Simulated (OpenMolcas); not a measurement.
## Exact exchange and the dipole moment of SnSe

SnSe has 2 atoms, charge 0, and is taken as a singlet. SMILES: `[Se][Sn]`. The shape is that of a PBE0-D4/def2-TZVP optimisation.

The dipole moment y, in D, basis def2-TZVP with a core potential; a is the functional's share of exact exchange. Programs: OpenMolcas 26.06.

```
functional     program     a  y (D)
      BLYP  OpenMolcas     0   2.78
       PBE  OpenMolcas     0   2.79
     B3LYP  OpenMolcas   0.2      ?
      PBE0  OpenMolcas  0.25   3.12
     BHLYP  OpenMolcas   0.5   3.43
```

**Question.** Fit y = c + s·a to the known rows and predict B3LYP.

**Answer.** 
1. Means of the 4 rows: a = 0.1875, y = 3.030.
2. Σ(Δa)² = 0.17188, Σ(Δa·Δy) = 0.2225, so the slope is 0.2225/0.17188 = 1.2945.
3. Intercept: 3.030 − (1.2945) × 0.1875 = 2.787. The largest residual of the fit is 0.009.
4. B3LYP: 2.787 + (1.2945) × 0.2 = 3.05 D.

The run gave 3.06 D, so the prediction is off by -0.01 D, at the rounding of the table. More exact exchange makes the molecule more polar here.

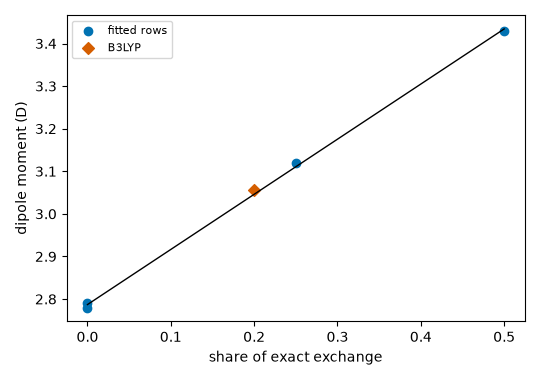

The fitted line, with the withheld row.
